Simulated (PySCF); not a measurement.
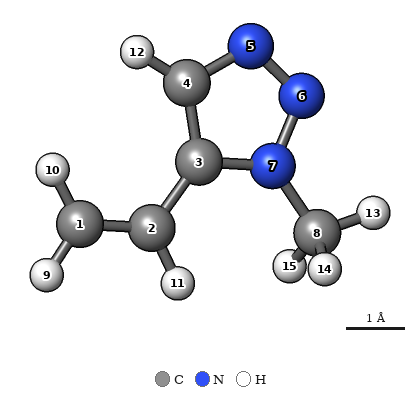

Fig. 1: The structure (ball-and-stick view, seen at a tilt; atoms are numbered from 1 in the order of the input). Bond lengths as drawn: C–C 1.33 to 1.44 Å, C–H 1.07 to 1.09 Å, C–N 1.34 to 1.43 Å and N–N 1.28 to 1.33 Å.

# Run report: C5H7N3, NMR shielding calculation

System: C5H7N3, SMILES C=Cc1cnnn1C.
Method: GIAO B97-2/IGLO-II NMR shielding, non-relativistic, gas phase (PySCF 2.14.0).

The geometry comes from this level: GFN2-xTB. Figures and captions count atoms from 1; the log counts them from 0 in places.

The program's output
```
coarse grid: 12960 points
cycle   1  E = -358.8646009564  dE =  1.483e+00  |g| = 4.933e-01  |ddm| = 3.281e+00
cycle   2  E = -358.7710009812  dE =  9.360e-02  |g| = 8.293e-01  |ddm| = 1.033e+00
cycle   3  E = -358.9150281566  dE = -1.440e-01  |g| = 1.471e-01  |ddm| = 6.868e-01
cycle   4  E = -358.9192654699  dE = -4.237e-03  |g| = 5.256e-02  |ddm| = 1.342e-01
cycle   5  E = -358.9198396863  dE = -5.742e-04  |g| = 1.566e-02  |ddm| = 4.595e-02
cycle   6  E = -358.9198856987  dE = -4.601e-05  |g| = 4.958e-03  |ddm| = 1.354e-02
cycle   7  E = -358.9198901739  dE = -4.475e-06  |g| = 1.817e-03  |ddm| = 4.339e-03
final grid: 126624 points
cycle   8  E = -358.8948511976  dE = -1.267e-04  |g| = 4.364e-03  |ddm| = 3.567e-02
cycle   9  E = -358.8948450238  dE =  6.174e-06  |g| = 6.562e-03  |ddm| = 7.886e-03
cycle  10  E = -358.8948545039  dE = -9.480e-06  |g| = 1.362e-03  |ddm| = 5.680e-03
cycle  11  E = -358.8948548885  dE = -3.846e-07  |g| = 4.852e-04  |ddm| = 1.353e-03
cycle  12  E = -358.8948549383  dE = -4.979e-08  |g| = 8.048e-05  |ddm| = 3.746e-04
cycle  13  E = -358.8948549392  dE = -9.713e-10  |g| = 4.694e-05  |ddm| = 8.318e-05
cycle  14  E = -358.8948549397  dE = -4.507e-10  |g| = 1.002e-05  |ddm| = 3.387e-05
```

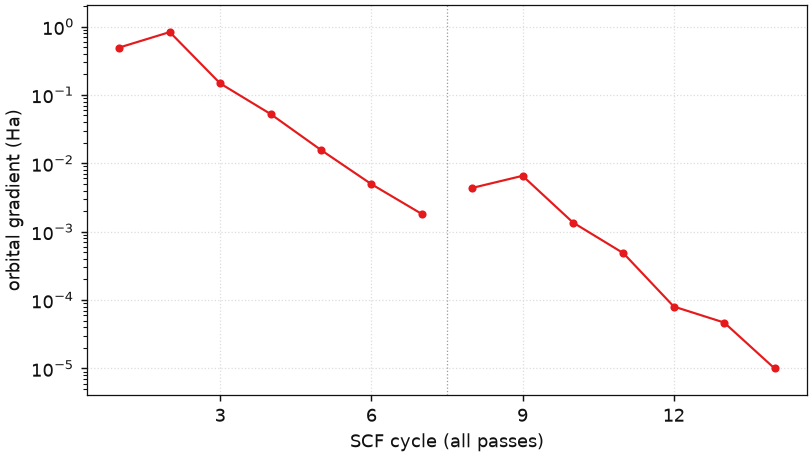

Fig. 2: Convergence of the self-consistent field: orbital gradient against the SCF cycle. The dotted line marks the change from a coarse to the final integration grid. The first 7 cycles use a coarse grid, the final grid takes over at cycle 8, and the field converges after 14 cycles in all.

```
converged SCF energy = -358.8948549397

GIAO shielding tensors (ppm)
atom      isotropic    diamagn.    paramagn.     s11        s22        s33       span
  0 C       70.144     252.667    -182.523    -34.181     75.520    169.092    203.273
  1 C       64.009     253.966    -189.958    -49.684     75.270    166.441    216.125
  2 C       50.098     255.909    -205.811    -10.548     26.693    134.148    144.696
  3 C       57.719     259.378    -201.659    -16.344     61.311    128.191    144.535
  4 N     -105.017     323.722    -428.739   -344.130   -166.184    195.264    539.394
  5 N     -123.572     319.810    -443.382   -346.474   -117.038     92.795    439.270
  6 N       20.870     323.999    -303.129   -132.346     74.425    120.532    252.878
  7 C      153.756     246.756     -92.999    135.370    139.645    186.254     50.884
  8 H       26.655      30.318      -3.663     24.313     25.556     30.095      5.782
  9 H       26.048      32.612      -6.564     23.925     24.017     30.201      6.275
 10 H       25.425      33.027      -7.602     22.436     23.436     30.402      7.966
 11 H       24.370      33.220      -8.850     21.789     23.752     27.568      5.779
 12 H       27.622      29.458      -1.836     23.152     27.326     32.387      9.235
 13 H       28.564      30.953      -2.390     24.514     27.130     34.047      9.534
 14 H       28.564      30.942      -2.378     24.522     27.114     34.056      9.534
```

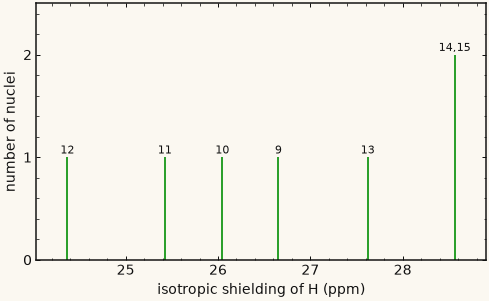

Fig. 3: Isotropic shieldings of the hydrogen nuclei in this fixed geometry, labelled by atom number; shielding grows to the right, so chemical shift grows to the left. The least shielded is H12 (24.4 ppm), the most shielded H15 (28.6 ppm).

The run was set up as follows.

Input file
```
{"job": {"kind": "nmr", "xc": "B97-2", "basis": "IGLO-II", "pop": false}, "charge": 0, "multiplicity": 1}
C     -2.261577    -1.077329    -0.127522
C     -0.942955    -0.924967    -0.073469
C     -0.283007     0.351930    -0.000504
C     -0.748320     1.661308     0.029793
N      0.305353     2.485392     0.101836
N      1.382844     1.791775     0.118840
N      1.069520     0.504906     0.058575
C      2.088913    -0.500298     0.061366
H     -2.712099    -2.052736    -0.181524
H     -2.930206    -0.234263    -0.119393
H     -0.295630    -1.792313    -0.082767
H     -1.749739     2.036458     0.004595
H      3.047114     0.012252     0.120474
H      1.976209    -1.161563     0.922607
H      2.049167    -1.092562    -0.854820
```

The first line tells a small driver script what to run in PySCF; the rest is the geometry in Å.

Launched with:
```bash
OMP_NUM_THREADS=1 python <driver script> task.json out
```

Summary

```tsv
quantity	value
outcome	converged
total energy	−358.894855 hartree
HOMO	−6.58 eV
LUMO	−1.28 eV
dipole moment	4.62 D
isotropic shielding, C	50.1 to 153.8 ppm
isotropic shielding, N	−123.6 to 20.9 ppm
isotropic shielding, H	24.4 to 28.6 ppm
hardware	1 CPU thread, shared host
wall time	36 s
peak memory	0.84 GiB
```

Remarks

Settings chosen away from the usual ones: B97-2/IGLO-II.
